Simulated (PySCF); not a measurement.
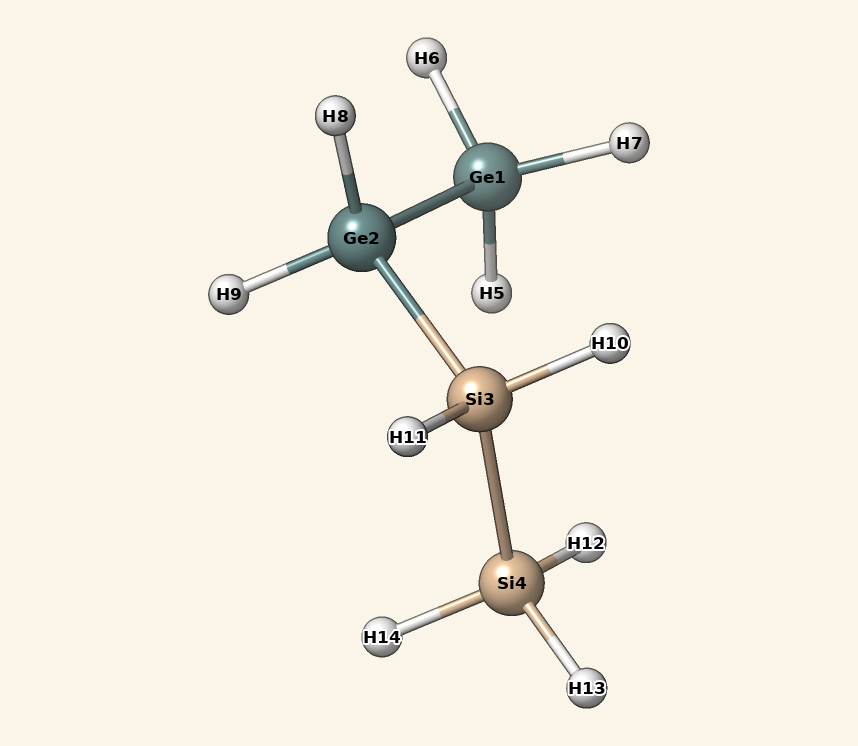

The geometry was computed by an optimisation with PBE0-D3(BJ)/def2-SVP. No frequency run is at hand to confirm it as a minimum. Method: delta-SCF UKS SCAN, pcX-2 on the ionised atom (unc-x2c-TZVPall on a metal), pcseg-1 elsewhere, spin-free X2C (PySCF 2.14.0).

Give the core-electron binding energies (to vacuum; p and d levels without spin–orbit splitting) of Si3 1s, Si3 2p, Si4 1s, Si4 2p.

| atom | level | binding energy (eV) |
| --- | --- | --- |
| Si3 | 1s | 1845.9 |
| Si3 | 2p | 106.4 |
| Si4 | 1s | 1846.2 |
| Si4 | 2p | 106.7 |
